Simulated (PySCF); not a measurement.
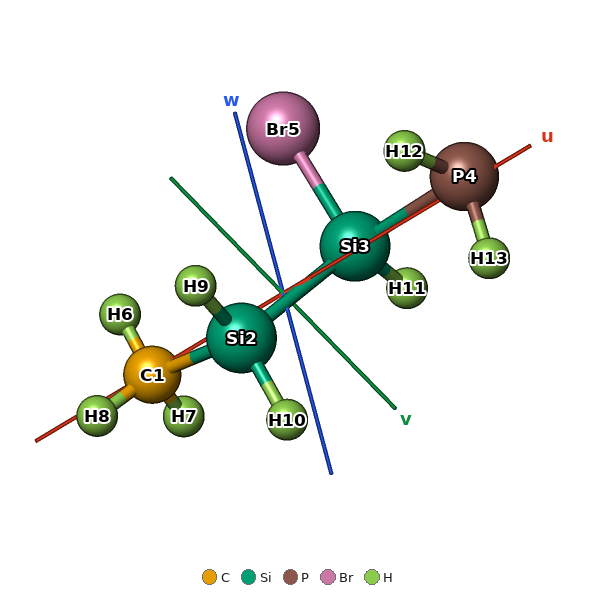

The lines u, v and w are the principal axes of the static dipole polarisability. The computed structure is the end point of a GFN2-xTB optimisation. No frequency run is at hand to confirm it as a minimum. Computed with PBE0/def2-SVPD (PySCF 2.14.0).

Along which axis is the molecule most polarisable, and along which least?

Answer. Most along u (close to the long direction C1···P4), least along v.

Give the three principal values.

Answer. u 142.5, v 95.8, w 122.2 bohr³; mean 120.2, anisotropy 40.6 bohr³.

The geometry is semi-empirical. Around Br, P, Si such bond lengths and angles can be off by a tenth of an ångström or more and by several degrees, and values that hang on the shape move with them.
